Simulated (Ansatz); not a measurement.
# Tunnelling decay and corrugation (reconstruction): Pb(110)-(2x1)-N added row; Cu(110)-(2x1)-S added row; and others

A simple barrier model says that the current falls as exp(−2κz) with κ = 0.512 √φ (Å⁻¹, φ in eV). How well does that hold over real surfaces, and how fast does atomic contrast fade as the tip draws back?

**Method.** Ansatz 0.2.0, plane waves with PAW datasets (its set soft_2), functional as listed; relaxed slabs, Tersoff-Hamann images of the filled states within the window listed under the Fermi level. κ is fitted to the planar mean between 3 and 5 Å over the top atom; the model's barrier is the work function plus half the window. A setpoint is the mean density at the height named.

Results:

| surface | functional | work function (eV) | window (eV) | κ, model (Å⁻¹) | κ, fitted (Å⁻¹) | near setpoint (Å): corrugation (Å) | far setpoint (Å): corrugation (Å) |
| --- | --- | --- | --- | --- | --- | --- | --- |
| Pb(110)-(2x1)-N added row | PBE | 3.45 | 0.40 | 0.98 | 1.12 | 3: 1.540 | 5: 0.687 |
| Pb(110)-(2x1)-O added row | r2SCAN | 3.61 | 0.20 | 0.99 | 1.08 | 3: 1.193 | 5: 0.460 |
| Pb(110) with every third atom of each close-packed row removed | PBE-D3(BJ) | 3.65 | 0.40 | 1.01 | 1.03 | 3: 1.617 | 5: 0.968 |
| Ni(100)-(2x1) missing row | PBE | 4.45 | 0.40 | 1.10 | 1.16 | 3: 0.942 | 5: 0.390 |
| Ni(110) with every third atom of each close-packed row removed | PBE-D3(BJ) | 4.46 | 0.30 | 1.10 | 1.16 | 3: 0.890 | 4.5: 0.639 |
| Ni(110)-(1x3) missing row | r2SCAN | 4.54 | 0.50 | 1.12 | 1.20 | 3: 0.978 | 5: 0.506 |
| Au(110)-(1x2) missing row | PBE | 5.11 | 0.50 | 1.19 | 1.27 | 3: 1.256 | 4.5: 0.921 |
| Ag(110)-(2x1)-O added row | LDA | 5.15 | 0.50 | 1.19 | 1.35 | 3: 1.107 | 5: 0.631 |
| Pt(110)-(1x2) missing row | PBE-D3(BJ) | 5.33 | 0.50 | 1.21 | 1.30 | 3: 1.725 | 5: 1.389 |
| Cu(110)-(2x1)-S added row | LDA | 5.80 | 0.20 | 1.24 | 1.36 | 3: 1.395 | 4.5: 0.669 |

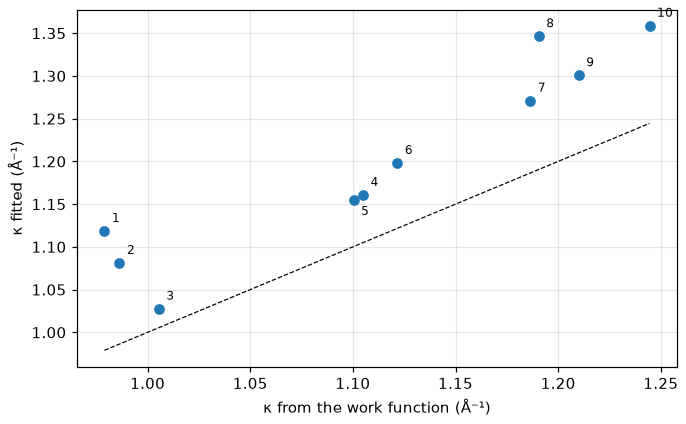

Fitted against model decay constants; points are numbered as the table's rows, and the dashed line marks equality.

**Answer.** The fitted κ is 1.02 to 1.14 times the model's, and larger in 10 of 10. Momentum along the surface adds to κ² and raises it, while a barrier that has not reached its full height this near the surface lowers it. Worked for Pb(110)-(2x1)-N added row: 0.512 × √(3.45 + 0.20) = 0.98 Å⁻¹; with the fitted 1.12 Å⁻¹ the current falls by exp(2 × 1.12) = 9.4 per Å. Where it is still over 0.005 Å at the far setpoint (10 rows), the corrugation falls by a factor of 1.1 to 1.6 per Å.

Caveats: The model has an s-wave tip and no forces between tip and sample. Semilocal potentials reach the vacuum level too fast, without an image tail. The surfaces are built from prototypes and need not be the stable ones; functionals, windows and heights differ between rows (the narrowest window from 0.2 eV on is taken, and runs with charge in the vacuum are left out), and rows with Cr, Mn, Fe, Co, Ni or Gd rest on one magnetic start or none. The table is a selection: not every member that was run is listed.
